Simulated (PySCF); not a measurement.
F2Ge (Germanium difluoride)

Input file:

```
{"job": {"kind": "uv", "xc": "CAM-B3LYP", "basis": "def2-SVPD", "ip": true}, "charge": 0, "multiplicity": 1}
F     -1.296890    -0.454528     0.003061
Ge    -0.018866     0.736010    -0.029628
F      1.322316    -0.383761    -0.018423
```

Run with:

```sh
OMP_NUM_THREADS=1 python probes_run.py task.json out
```

Geometry: PBE0-D3(BJ)/def2-SVP.

Level of theory: CAM-B3LYP/def2-SVPD, SCF density, gas phase (PySCF).

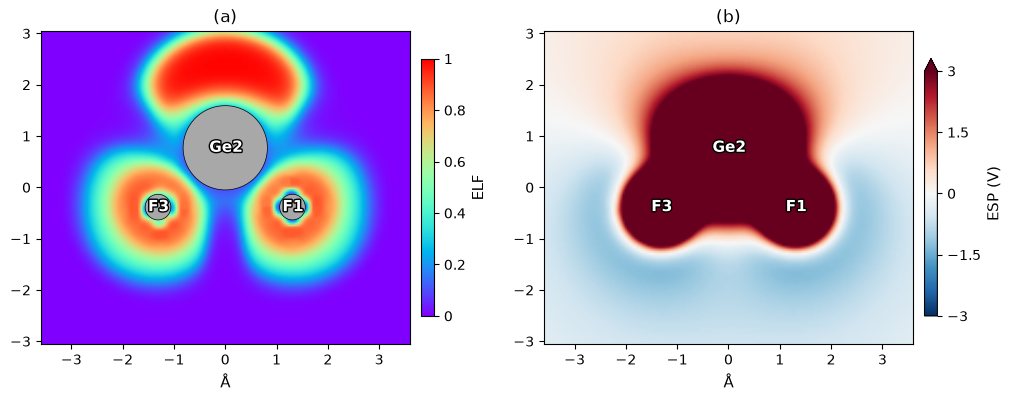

Figure 1. (a) ELF; (b) molecular electrostatic potential on the molecular plane. Grey discs cover the atomic cores in the ELF map.

Q: What do the fields say about this system?

A:
- The plane passes through F and Ge nuclei.
- Ge–F (1.75 Å): the ELF peaks at about 0.85 in the valence shell of F, 0.5 Å from its nucleus, and is about 0.20 at the midpoint.
- The ELF also peaks beside F3 and F1, away from the bonds: lone-pair regions.
- Outside the dense part of the molecule the potential is most negative (−1.3 V) near F1 and F3.

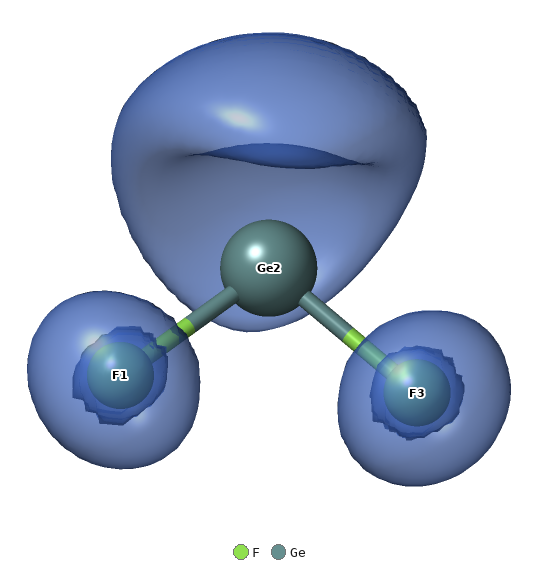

Figure 2. Isosurface of the ELF at 0.75 (blue), seen at a tilt. Only the valence region is drawn (cores and ρ < 0.01 e/Å³ removed).

Q: Describe the localisation domains.

A: The surface consists of one lobe on Ge, pointing away from the bonds (lone pairs) and two regions wrapped around F (the valence shell of each).

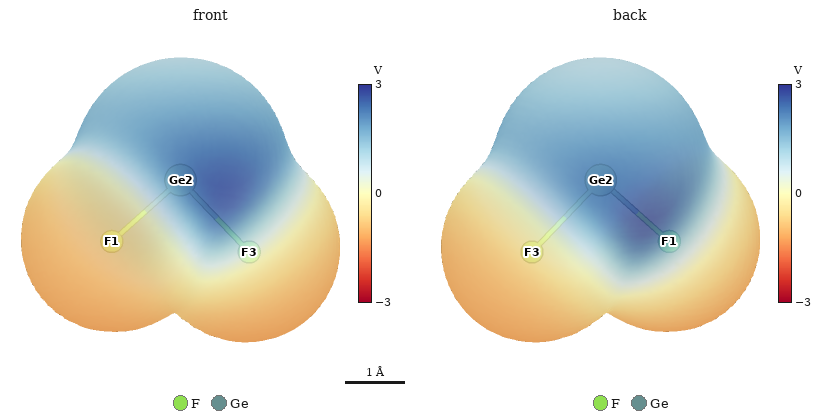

Figure 3. The electrostatic potential painted on the density surface at 0.002 e/bohr³, seen from the front and from behind; red is negative and blue positive.

Q: Describe the electrostatic potential map.

A: The most negative region (about −1.2 V, or −28 kcal/mol for a unit charge) lies over F1 and F3, the most positive (about +2.7 V, or +62 kcal/mol for a unit charge) over Ge2.
